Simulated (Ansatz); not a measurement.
# SiH$_{2}$ClF$_{2}$: molecular dynamics (part 5 of 5)

Continued. System: SiH$_{2}$ClF$_{2}$, multiplicity 2. Method: UHF/def2-SVP (Ansatz 0.2.0). It belongs to a series of runs on one base structure; here: dynamics from the highest image of the converged band.

Geometry of the input (Å):
```
Si -0.0120  0.0220  0.0112
H  0.0226  -0.0367  1.7833
F  1.4884  -0.0038  -0.5158
H  -0.7024  1.2174  -0.4742
F  -0.7409  -1.2905  -0.5138
Cl 0.0072  -0.0144  3.2542
```

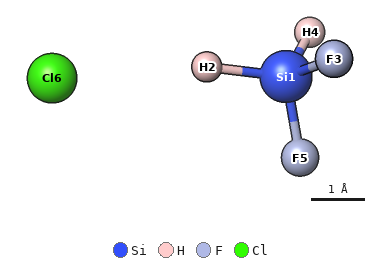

The geometry at step 175 of the log (ball-and-stick view, seen at a tilt; atoms are numbered from 1 in the order of the input).

Trajectory as extended XYZ, continued
```
6
Properties=species:S:1:pos:R:3:forces:R:3 step=150 time_fs=75.0 energy=-25800.32656 temperature=1080.4
Si    0.0980    0.0403   -0.3114    0.5091  -0.5268   2.9221
H     0.4039    0.0098    1.3141   -0.4509   0.0961  -2.7649
F     1.4925   -0.0448   -1.0786   -0.1006   0.1226  -0.0551
H    -0.6508    1.2333   -0.6986    0.0063  -0.1104  -0.1659
F    -0.6983   -1.3079   -0.6514    0.0600   0.4184  -0.0568
Cl   -0.1173    0.0007    3.9048   -0.0238   0.0001   0.1206
6
Properties=species:S:1:pos:R:3:forces:R:3 step=152 time_fs=76.0 energy=-25800.27385 temperature=979.0
Si    0.0985    0.0420   -0.3180    0.7373  -0.7407   3.0903
H     0.4123    0.0106    1.3246   -0.4913   0.1016  -2.9110
F     1.4920   -0.0472   -1.0893   -0.1393   0.1314  -0.0225
H    -0.6393    1.2302   -0.7011   -0.1282   0.0658  -0.2231
F    -0.6956   -1.3085   -0.6548    0.0451   0.4419  -0.0507
Cl   -0.1195    0.0010    3.9174   -0.0236   0.0001   0.1171
6
Properties=species:S:1:pos:R:3:forces:R:3 step=154 time_fs=77.0 energy=-25800.30426 temperature=1037.6
Si    0.0992    0.0434   -0.3236    0.9038  -0.9015   3.0272
H     0.4161    0.0124    1.3073   -0.4888   0.1014  -2.8118
F     1.4914   -0.0494   -1.1000   -0.1707   0.1393   0.0020
H    -0.6289    1.2278   -0.7058   -0.2430   0.2128  -0.2745
F    -0.6928   -1.3088   -0.6582    0.0205   0.4479  -0.0510
Cl   -0.1216    0.0013    3.9300   -0.0219   0.0001   0.1081
6
Properties=species:S:1:pos:R:3:forces:R:3 step=155 time_fs=77.5 energy=-25800.34890 temperature=1123.4
Si    0.0997    0.0440   -0.3260    0.9532  -0.9483   2.8983
H     0.4163    0.0137    1.2885   -0.4696   0.0991  -2.6638
F     1.4911   -0.0505   -1.1053   -0.1831   0.1430   0.0110
H    -0.6246    1.2273   -0.7090   -0.2848   0.2620  -0.2938
F    -0.6914   -1.3089   -0.6600    0.0047   0.4441  -0.0535
Cl   -0.1227    0.0014    3.9363   -0.0205   0.0001   0.1018
6
Properties=species:S:1:pos:R:3:forces:R:3 step=157 time_fs=78.5 energy=-25800.47668 temperature=1368.6
Si    0.1009    0.0450   -0.3300    0.9584  -0.9554   2.3780
H     0.4132    0.0169    1.2323   -0.3814   0.0894  -2.1118
F     1.4904   -0.0527   -1.1160   -0.2006   0.1495   0.0220
H    -0.6180    1.2282   -0.7177   -0.3258   0.2930  -0.3126
F    -0.6886   -1.3090   -0.6634   -0.0334   0.4233  -0.0625
Cl   -0.1249    0.0017    3.9490   -0.0172   0.0002   0.0867
6
Properties=species:S:1:pos:R:3:forces:R:3 step=159 time_fs=79.5 energy=-25800.60166 temperature=1607.3
Si    0.1024    0.0456   -0.3333    0.8035  -0.8406   1.3699
H     0.4066    0.0210    1.1562   -0.1956   0.0725  -1.0888
F     1.4895   -0.0548   -1.1267   -0.2071   0.1544   0.0224
H    -0.6145    1.2318   -0.7294   -0.3072   0.2286  -0.3005
F    -0.6859   -1.3088   -0.6670   -0.0791   0.3846  -0.0764
Cl   -0.1271    0.0020    3.9617   -0.0145   0.0004   0.0734
6
Properties=species:S:1:pos:R:3:forces:R:3 step=161 time_fs=80.5 energy=-25800.63510 temperature=1669.5
Si    0.1042    0.0460   -0.3361    0.4712  -0.6170  -0.2388
H     0.3982    0.0257    1.0700    0.1229   0.0520   0.5325
F     1.4886   -0.0568   -1.1374   -0.1958   0.1563  -0.0030
H    -0.6139    1.2376   -0.7439   -0.2435   0.0895  -0.2682
F    -0.6831   -1.3084   -0.6705   -0.1390   0.3186  -0.1036
Cl   -0.1292    0.0023    3.9744   -0.0158   0.0005   0.0812
6
Properties=species:S:1:pos:R:3:forces:R:3 step=162 time_fs=81.0 energy=-25800.59514 temperature=1592.1
Si    0.1052    0.0461   -0.3375    0.2485  -0.4902  -1.2695
H     0.3943    0.0283    1.0278    0.3299   0.0452   1.5641
F     1.4881   -0.0578   -1.1427   -0.1892   0.1586  -0.0192
H    -0.6145    1.2409   -0.7521   -0.2010   0.0036  -0.2442
F    -0.6818   -1.3081   -0.6723   -0.1720   0.2829  -0.1172
Cl   -0.1303    0.0024    3.9807   -0.0163  -0.0001   0.0860
6
Properties=species:S:1:pos:R:3:forces:R:3 step=164 time_fs=82.0 energy=-25800.42178 temperature=1262.2
Si    0.1072    0.0462   -0.3407   -0.2673  -0.2529  -3.4944
H     0.3892    0.0338    0.9572    0.7773   0.0385   3.7184
F     1.4871   -0.0597   -1.1534   -0.1870   0.1634  -0.0165
H    -0.6171    1.2473   -0.7703   -0.0960  -0.1841  -0.1598
F    -0.6792   -1.3075   -0.6759   -0.2136   0.2353  -0.1149
Cl   -0.1325    0.0027    3.9935   -0.0133  -0.0002   0.0672
6
Properties=species:S:1:pos:R:3:forces:R:3 step=166 time_fs=83.0 energy=-25800.29041 temperature=1014.3
Si    0.1091    0.0461   -0.3451   -0.6009  -0.0525  -4.7846
H     0.3915    0.0397    0.9216    1.0325   0.0527   4.8943
F     1.4859   -0.0615   -1.1641   -0.1826   0.1644  -0.0035
H    -0.6206    1.2519   -0.7899    0.0061  -0.3541  -0.0618
F    -0.6767   -1.3068   -0.6796   -0.2438   0.1896  -0.0986
Cl   -0.1347    0.0030    4.0062   -0.0113  -0.0002   0.0542
6
Properties=species:S:1:pos:R:3:forces:R:3 step=168 time_fs=84.0 energy=-25800.37381 temperature=1171.7
Si    0.1108    0.0461   -0.3510   -0.5112   0.0938  -4.2070
H     0.4034    0.0460    0.9317    0.8754   0.0767   4.1834
F     1.4847   -0.0633   -1.1748   -0.1723   0.1620   0.0139
H    -0.6240    1.2532   -0.8102    0.0854  -0.4736   0.0312
F    -0.6743   -1.3059   -0.6834   -0.2662   0.1413  -0.0742
Cl   -0.1369    0.0033    4.0190   -0.0110  -0.0003   0.0526
6
Properties=species:S:1:pos:R:3:forces:R:3 step=170 time_fs=85.0 energy=-25800.56496 temperature=1534.6
Si    0.1123    0.0461   -0.3584   -0.0944   0.1912  -2.3160
H     0.4235    0.0531    0.9809    0.4139   0.0840   2.1568
F     1.4833   -0.0649   -1.1855   -0.1551   0.1571   0.0358
H    -0.6267    1.2500   -0.8302    0.1292  -0.5220   0.1069
F    -0.6721   -1.3050   -0.6871   -0.2815   0.0902  -0.0439
Cl   -0.1391    0.0036    4.0318   -0.0122  -0.0006   0.0605
6
Properties=species:S:1:pos:R:3:forces:R:3 step=171 time_fs=85.5 energy=-25800.63006 temperature=1659.4
Si    0.1130    0.0461   -0.3625    0.1472   0.2204  -1.2822
H     0.4354    0.0570    1.0146    0.1609   0.0784   1.0590
F     1.4826   -0.0657   -1.1908   -0.1436   0.1540   0.0482
H    -0.6275    1.2465   -0.8398    0.1355  -0.5160   0.1354
F    -0.6710   -1.3045   -0.6890   -0.2868   0.0640  -0.0270
Cl   -0.1402    0.0037    4.0381   -0.0132  -0.0008   0.0667
6
Properties=species:S:1:pos:R:3:forces:R:3 step=173 time_fs=86.5 energy=-25800.64144 temperature=1683.3
Si    0.1146    0.0462   -0.3708    0.5693   0.2301   0.4303
H     0.4597    0.0652    1.0873   -0.2617   0.0551  -0.7655
F     1.4812   -0.0672   -1.2015   -0.1150   0.1476   0.0751
H    -0.6283    1.2360   -0.8581    0.1155  -0.4429   0.1710
F    -0.6690   -1.3036   -0.6928   -0.2926   0.0115   0.0095
Cl   -0.1424    0.0040    4.0510   -0.0155  -0.0013   0.0797
6
Properties=species:S:1:pos:R:3:forces:R:3 step=175 time_fs=87.5 energy=-25800.53726 temperature=1485.1
Si    0.1163    0.0464   -0.3790    0.8574   0.1612   1.4921
H     0.4815    0.0740    1.1530   -0.5290   0.0259  -1.9228
F     1.4797   -0.0687   -1.2121   -0.0837   0.1421   0.1130
H    -0.6280    1.2212   -0.8747    0.0572  -0.2969   0.1837
F    -0.6671   -1.3026   -0.6966   -0.2860  -0.0308   0.0554
Cl   -0.1446    0.0043    4.0638   -0.0159  -0.0015   0.0786
6
Properties=species:S:1:pos:R:3:forces:R:3 step=177 time_fs=88.5 energy=-25800.40796 temperature=1237.1
Si    0.1183    0.0466   -0.3867    1.0368   0.0185   2.0466
H     0.4984    0.0830    1.2006   -0.6704  -0.0001  -2.5380
F     1.4781   -0.0701   -1.2227   -0.0491   0.1404   0.1529
H    -0.6272    1.2037   -0.8896   -0.0320  -0.0957   0.1715
F    -0.6654   -1.3017   -0.7004   -0.2716  -0.0619   0.1046
Cl   -0.1468    0.0046    4.0766   -0.0138  -0.0012   0.0624
6
Properties=species:S:1:pos:R:3:forces:R:3 step=179 time_fs=89.5 energy=-25800.32031 temperature=1068.6
Si    0.1207    0.0469   -0.3937    1.1493  -0.1357   2.3371
H     0.5090    0.0920    1.2241   -0.7317  -0.0220  -2.8203
F     1.4765   -0.0714   -1.2331    0.0026   0.1381   0.1627
H    -0.6267    1.1852   -0.9029   -0.1400   0.1282   0.1258
F    -0.6638   -1.3007   -0.7041   -0.2669  -0.1074   0.1362
Cl   -0.1490    0.0049    4.0895   -0.0132  -0.0013   0.0585
6
Properties=species:S:1:pos:R:3:forces:R:3 step=180 time_fs=90.0 energy=-25800.30381 temperature=1036.9
Si    0.1220    0.0470   -0.3969    1.1766  -0.2052   2.4018
H     0.5116    0.0965    1.2259   -0.7388  -0.0318  -2.8655
F     1.4757   -0.0720   -1.2384    0.0329   0.1368   0.1598
H    -0.6269    1.1763   -0.9090   -0.1917   0.2341   0.0978
F    -0.6630   -1.3003   -0.7060   -0.2659  -0.1325   0.1479
Cl   -0.1501    0.0050    4.0959   -0.0131  -0.0014   0.0581
6
Properties=species:S:1:pos:R:3:forces:R:3 step=182 time_fs=91.0 energy=-25800.33354 temperature=1094.2
Si    0.1250    0.0471   -0.4027    1.1640  -0.2968   2.3882
H     0.5116    0.1051    1.2089   -0.7111  -0.0487  -2.7875
F     1.4742   -0.0732   -1.2487    0.1026   0.1331   0.1345
H    -0.6288    1.1604   -0.9207   -0.2726   0.4046   0.0410
F    -0.6616   -1.2995   -0.7096   -0.2692  -0.1904   0.1602
Cl   -0.1523    0.0053    4.1088   -0.0137  -0.0018   0.0636
6
Properties=species:S:1:pos:R:3:forces:R:3 step=184 time_fs=92.0 energy=-25800.43849 temperature=1295.9
Si    0.1284    0.0472   -0.4077    1.0358  -0.3087   2.1302
H     0.5049    0.1133    1.1654   -0.6196  -0.0566  -2.4427
F     1.4727   -0.0744   -1.2590    0.1802   0.1306   0.0840
H    -0.6332    1.1484   -0.9320   -0.3023   0.4895  -0.0029
F    -0.6604   -1.2987   -0.7131   -0.2796  -0.2525   0.1572
Cl   -0.1545    0.0056    4.1217   -0.0144  -0.0022   0.0742
6
Properties=species:S:1:pos:R:3:forces:R:3 step=186 time_fs=93.0 energy=-25800.57586 temperature=1558.8
Si    0.1321    0.0471   -0.4119    0.7190  -0.2677   1.3767
H     0.4923    0.1209    1.0987   -0.4236  -0.0466  -1.6638
F     1.4713   -0.0755   -1.2693    0.2432   0.1313   0.0552
H    -0.6405    1.1409   -0.9433   -0.2570   0.4699   0.0055
F    -0.6593   -1.2981   -0.7166   -0.2706  -0.2854   0.1685
Cl   -0.1567    0.0059    4.1347   -0.0111  -0.0015   0.0578
6
Properties=species:S:1:pos:R:3:forces:R:3 step=188 time_fs=94.0 energy=-25800.66250 temperature=1723.0
Si    0.1361    0.0470   -0.4157    0.2010  -0.1871   0.0060
H     0.4757    0.1281    1.0164   -0.0874  -0.0003  -0.3043
F     1.4700   -0.0765   -1.2795    0.2983   0.1322   0.0293
H    -0.6502    1.1379   -0.9545   -0.1499   0.3616   0.0496
F    -0.6583   -1.2976   -0.7199   -0.2545  -0.3057   0.1818
Cl   -0.1590    0.0062    4.1476   -0.0075  -0.0008   0.0377
6
Properties=species:S:1:pos:R:3:forces:R:3 step=189 time_fs=94.5 energy=-25800.65667 temperature=1710.8
Si    0.1381    0.0469   -0.4176   -0.1308  -0.1491  -0.9359
H     0.4669    0.1317    0.9733    0.1393   0.0433   0.6218
F     1.4694   -0.0769   -1.2846    0.3229   0.1324   0.0171
H    -0.6557    1.1377   -0.9599   -0.0811   0.2856   0.0798
F    -0.6579   -1.2975   -0.7216   -0.2444  -0.3118   0.1887
Cl   -0.1601    0.0063    4.1541   -0.0059  -0.0006   0.0285
6
Properties=species:S:1:pos:R:3:forces:R:3 step=191 time_fs=95.5 energy=-25800.52492 temperature=1458.5
Si    0.1421    0.0467   -0.4216   -0.8741  -0.1046  -3.1408
H     0.4508    0.1393    0.8941    0.6643   0.1720   2.7820
F     1.4683   -0.0778   -1.2948    0.3659   0.1320  -0.0044
H    -0.6670    1.1393   -0.9702    0.0677   0.1173   0.1453
F    -0.6571   -1.2972   -0.7248   -0.2204  -0.3166   0.2042
Cl   -0.1623    0.0066    4.1670   -0.0035  -0.0001   0.0137
6
Properties=species:S:1:pos:R:3:forces:R:3 step=193 time_fs=96.5 energy=-25800.33916 temperature=1106.8
Si    0.1458    0.0464   -0.4268   -1.5040  -0.0806  -4.9393
H     0.4411    0.1485    0.8412    1.0892   0.3050   4.5285
F     1.4674   -0.0787   -1.3050    0.4016   0.1295  -0.0206
H    -0.6777    1.1420   -0.9791    0.2072  -0.0403   0.2042
F    -0.6564   -1.2972   -0.7279   -0.1919  -0.3136   0.2222
Cl   -0.1645    0.0069    4.1800   -0.0020   0.0001   0.0049
6
Properties=species:S:1:pos:R:3:forces:R:3 step=195 time_fs=97.5 energy=-25800.31925 temperature=1069.1
Si    0.1489    0.0461   -0.4335   -1.7182   0.0151  -5.1079
H     0.4416    0.1606    0.8307    1.1339   0.3257   4.6525
F     1.4668   -0.0795   -1.3152    0.4316   0.1245  -0.0324
H    -0.6864    1.1444   -0.9860    0.3155  -0.1589   0.2446
F    -0.6558   -1.2973   -0.7309   -0.1612  -0.3065   0.2410
Cl   -0.1667    0.0072    4.1930   -0.0015   0.0002   0.0022
6
Properties=species:S:1:pos:R:3:forces:R:3 step=196 time_fs=98.0 energy=-25800.39143 temperature=1205.3
Si    0.1503    0.0460   -0.4376   -1.6436   0.1079  -4.4811
H     0.4459    0.1679    0.8424    0.9929   0.2707   4.0099
F     1.4665   -0.0798   -1.3203    0.4448   0.1212  -0.0370
H    -0.6897    1.1451   -0.9886    0.3532  -0.1979   0.2554
F    -0.6556   -1.2974   -0.7324   -0.1458  -0.3021   0.2499
Cl   -0.1679    0.0073    4.1994   -0.0015   0.0002   0.0030
6
Properties=species:S:1:pos:R:3:forces:R:3 step=198 time_fs=99.0 energy=-25800.57760 temperature=1558.8
Si    0.1526    0.0457   -0.4468   -1.2735   0.3375  -2.4464
H     0.4612    0.1841    0.8922    0.5342   0.0688   1.9606
F     1.4662   -0.0805   -1.3306    0.4668   0.1137  -0.0435
H    -0.6937    1.1449   -0.9920    0.3903  -0.2286   0.2559
F    -0.6551   -1.2977   -0.7352   -0.1157  -0.2916   0.2657
Cl   -0.1701    0.0076    4.2124   -0.0020   0.0001   0.0077
6
Properties=species:S:1:pos:R:3:forces:R:3 step=200 time_fs=100.0 energy=-25800.65510 temperature=1708.5
Si    0.1545    0.0456   -0.4568   -0.8376   0.5176  -0.3969
H     0.4816    0.2009    0.9608    0.0749  -0.1540  -0.0765
F     1.4661   -0.0811   -1.3408    0.4805   0.1063  -0.0462
H    -0.6940    1.1426   -0.9929    0.3725  -0.1930   0.2264
F    -0.6547   -1.2982   -0.7379   -0.0874  -0.2769   0.2779
Cl   -0.1723    0.0079    4.2254   -0.0030  -0.0001   0.0153
```

Summary

| quantity | value |
| --- | --- |
| outcome | finished |
| mean temperature over the second half | 1309 K |
| trajectory | 200 steps, 100 fs |
| ensemble | nve |
| temperature in the input | 100.0 K |
| time step | 0.5 fs |
| potential energy (last step) | −25800.6551 eV |
| mean-field energy (last step) | −25800.6551 eV |
| ⟨S²⟩ (last step) | 0.755 |
| largest force (length of the vector) (last step) | 1.062 eV/Å |
| wall time | 9.5 min |
| peak memory | 0.18 GiB |

Remarks

So short a trajectory is not equilibrated.
